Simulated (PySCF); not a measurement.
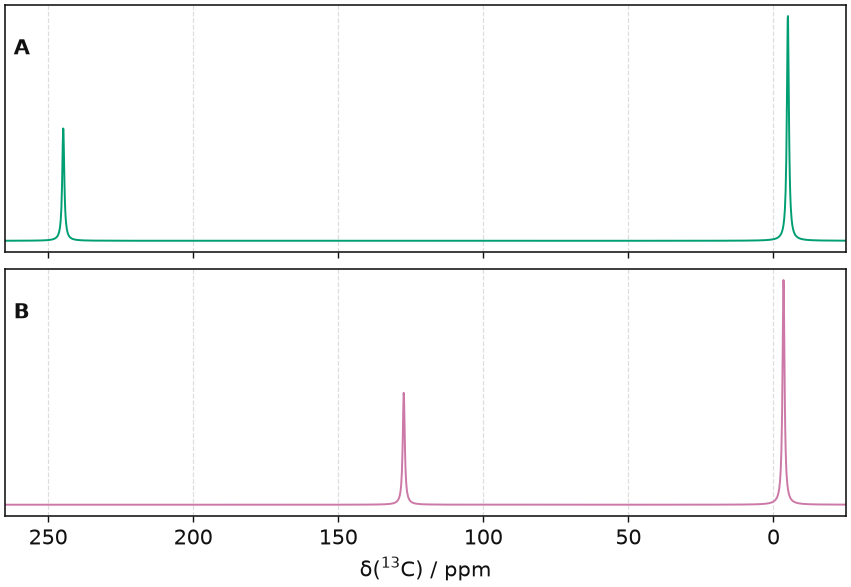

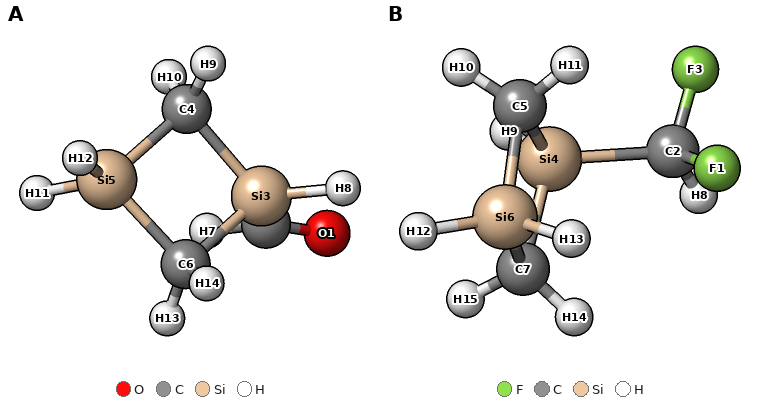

Related molecules: A is C₃H₈OSi₂, SMILES O=C[SiH]1C[SiH2]C1; B is C₃H₈F₂Si₂, SMILES FC(F)[SiH]1C[SiH2]C1. GIAO ¹³C shifts against TMS, PBE0/pcSseg-1, PySCF, at a GFN2-xTB geometry (no frequency check); fully decoupled, line heights follow the number of nuclei within a panel, widths are arbitrary (no quadrupolar broadening); values of one conformer, averaged over nuclei that symmetry, rotation about single bonds or ring flips exchange, these motions taken as fast; other conformers aren't averaged in.

> Assign the ¹³C signals of each molecule.

A: 244.8 (C2); −5.0 (C4, C6)
B: 127.4 (C2); −3.5 (C5, C7)

Caveats, for all or some of the runs: the tight-binding geometry is rougher than a DFT one and adds to the error.
